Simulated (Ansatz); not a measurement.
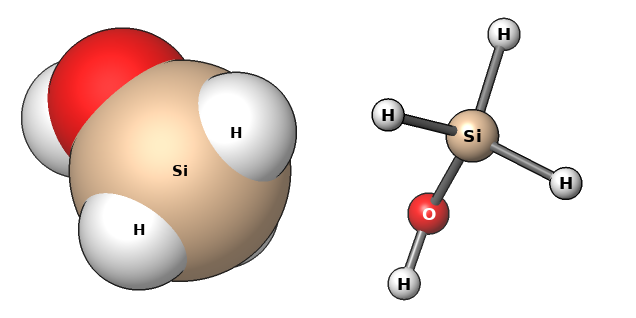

Two views of one molecule.

The geometry was computed by an optimisation with PBE0-D4/def2-TZVP.

What does the picture show?

It has 6 atoms: 4 hydrogen, 1 oxygen and 1 silicon (H4OSi). This geometry has Cs symmetry. Coordination: 1 O bent; 1 Si tetrahedral.

The parts below concern this one geometry. Atoms keep their numbers from picture to picture.

Geometry

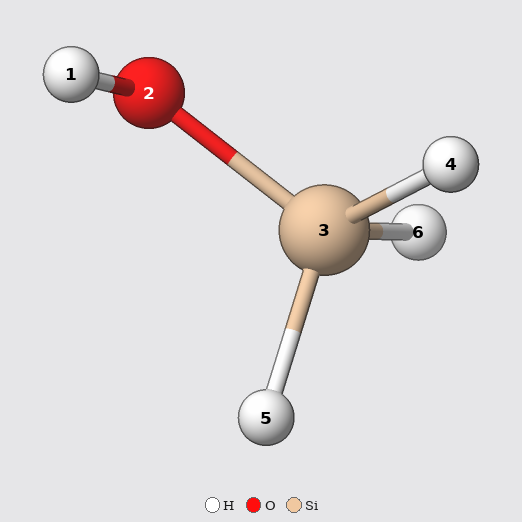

Which atoms are bonded, and how long are the bonds?

```json
{"bond": "H1–O2", "length (Å)": "0.958"}
{"bond": "O2–Si3", "length (Å)": "1.648"}
{"bond": "Si3–H4", "length (Å)": "1.489"}
{"bond": "Si3–H5", "length (Å)": "1.489"}
{"bond": "Si3–H6", "length (Å)": "1.480"}
```

Thermal motion

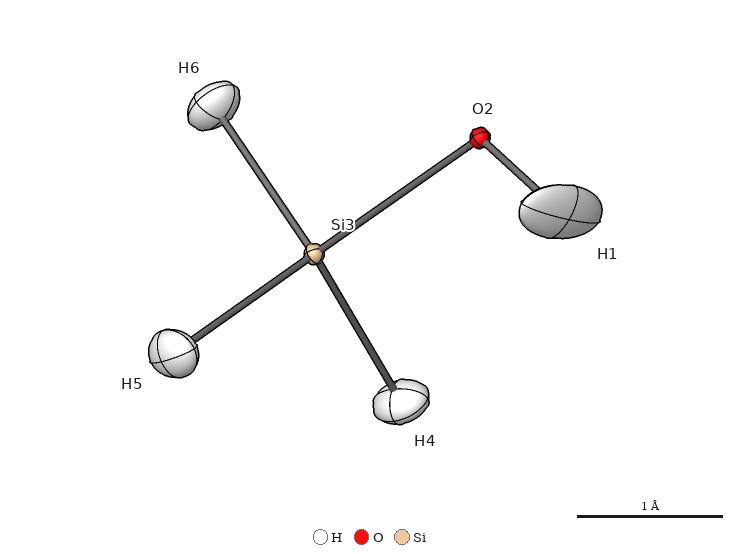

Displacement ellipsoids at the 50 % level, from the internal vibrations of the free molecule (harmonic, no overall translation or rotation; no half-axis is drawn under 0.075 Å). Vibrations computed with RKS PBE0-D4/def2-TZVP (Ansatz 0.2.0). Temperature: 0 K (zero-point motion alone).

**Which atom moves most?**

H1, with U_eq = 0.0309 Å².

**Does H1 move more along its bond or across it?**

Across it: the root-mean-square amplitude is 0.065 Å along the bond and up to 0.264 Å across, since bending and torsion are softer than stretching.

Give the displacement parameters, one line for each set of equivalent atoms.

```json
{"atom": "H1", "U_eq (Å²)": "0.0309", "rms amplitudes (Å)": "0.065, 0.138, 0.264"}
{"atom": "O2", "U_eq (Å²)": "0.00047", "rms amplitudes (Å)": "0.012, 0.021, 0.028"}
{"atom": "Si3", "U_eq (Å²)": "0.00016", "rms amplitudes (Å)": "0.011, 0.011, 0.016"}
{"atom": "H4, H5", "U_eq (Å²)": "0.0135", "rms amplitudes (Å)": "0.086, 0.115, 0.140"}
{"atom": "H6", "U_eq (Å²)": "0.0133", "rms amplitudes (Å)": "0.085, 0.118, 0.137"}
```

Vibrations

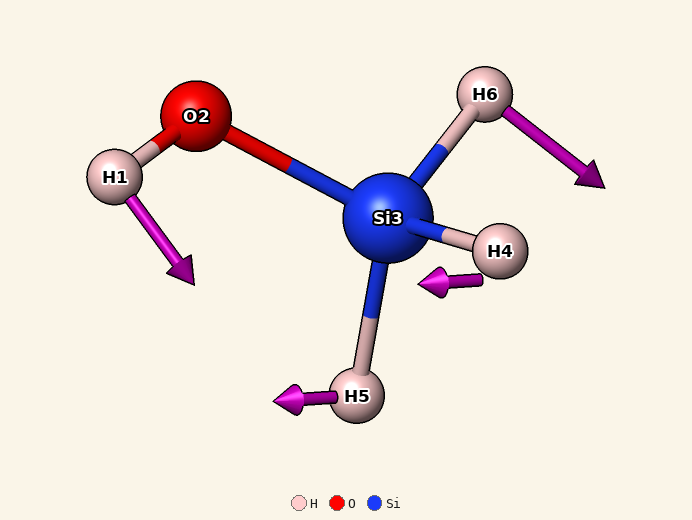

The arrows show one normal mode. Harmonic vibrations computed with RKS PBE0-D4/def2-TZVP (Ansatz 0.2.0) at a stationary point of the same level.

**What kind of motion is it?**

Mostly H–Si–O bending.

**At what wavenumber does it lie?**

680 cm⁻¹; it is mode 2 of 12 counted from the lowest.

Charges

The questions are on Mulliken charges. Properties computed with RKS PBE0-D4/def2-TZVP (Ansatz 0.2.0).

**Which atom carries the highest charge (most positive or least negative)?**

Si3 (0.33 e).

**And the lowest?**

O2 (−0.53 e).

Give the Mulliken charges atom by atom.

| atom | value (e) |
| --- | --- |
| H1 | 0.32 |
| O2 | −0.53 |
| Si3 | 0.33 |
| H4 | −0.05 |
| H5 | −0.05 |
| H6 | −0.03 |

Mulliken values depend strongly on the basis set and can even reverse the polarity of a bond.
